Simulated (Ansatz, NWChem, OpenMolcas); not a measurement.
# How basis sets differ on BSiH4O2F (SMILES OB(F)O[SiH3])

The species is BSiH4O2F (9 atoms), meant as a singlet with charge 0. SMILES: `OB(F)O[SiH3]`. The shape is that of a PBE0-D4/def2-TZVP optimisation. This is one conformer, not always the lowest.

```xyz
9

O    -1.6141    0.5567    0.3940
B    -0.3954    1.1571    0.3527
F    -0.2773    2.4508    0.6579
O     0.7089    0.4669    0.0062
Si    0.9342   -1.1149   -0.4250
H    -2.3225    1.1499    0.6541
H     2.3819   -1.2739   -0.6909
H     0.1545   -1.4276   -1.6478
H     0.5182   -2.0110    0.6818
```

Quantity: the dipole moment, in D. The values are calculated.

```tsv
level	kind	program	value (D)
HF/ANO-XS-MB (DKH2)	Hartree–Fock	OpenMolcas	1.80
HF/STO-3G	Hartree–Fock	NWChem	1.03
HF/3-21G	Hartree–Fock	Ansatz	1.79
HF/def2-SVP	Hartree–Fock	Ansatz	1.51
```

The values span 1.03 to 1.80 D. Magnitudes only. Sets without polarisation functions give poor dipoles.

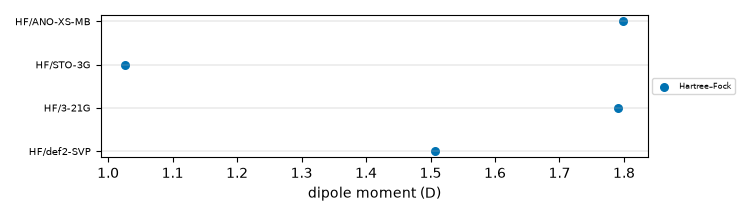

The values of the table, level by level.
